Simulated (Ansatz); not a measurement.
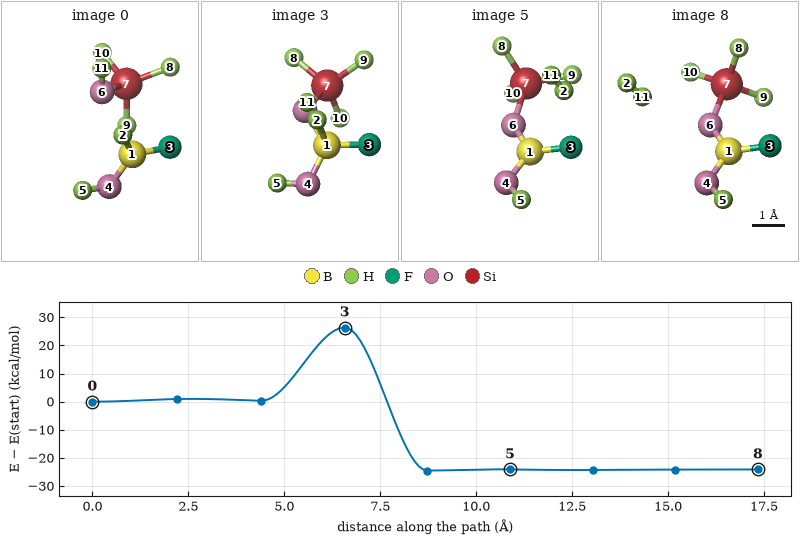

A nudged-elastic-band calculation for BSiH₆O₂F, made up at the start of BH2OF and SiH4O. Images are numbered from 0 (start) to 8 (end). Style: ball-and-stick. Shown from a free direction.

Level of theory: RKS B3LYP/def2-SVP in Ansatz. Set-up: 7 movable images; climbing image; force threshold 0.05 eV/Å; iteration limit 60; starting path through a guess of the saddle point.

> Read off the barrier and say what moves.

The highest point, image 3, lies 26.4 kcal/mol above the start and 50.5 kcal/mol above the end; the end is at −24.1 kcal/mol relative to the start. Image 4 lies below both ends, at −24.5 kcal/mol, which points to an intermediate minimum that so few images don't resolve. The path has more than one stage, and so few images may leave a stage unresolved. Breaking: B1–H2 (1.21 → 1.40 at the top → 3.99 Å), O6–H11 (0.97 → 1.20 at the top → 2.73 Å). Forming: B1–O6 (2.58 → 1.59 at the top → 1.35 Å), H2–H11 (2.81 → 1.07 at the top → 0.76 Å). The band converged in 34 iterations. The largest component of the band force went from 26 to 0.038 eV/Å. The climbing image converged on the top of the path. Its vibrational analysis gives one imaginary mode (1429i cm⁻¹), as a transition state must have.

Limits of the set-up: the start holds two separate molecules, 2.6 Å apart at their closest, whose relative position is a soft coordinate and is computed without a dispersion correction.
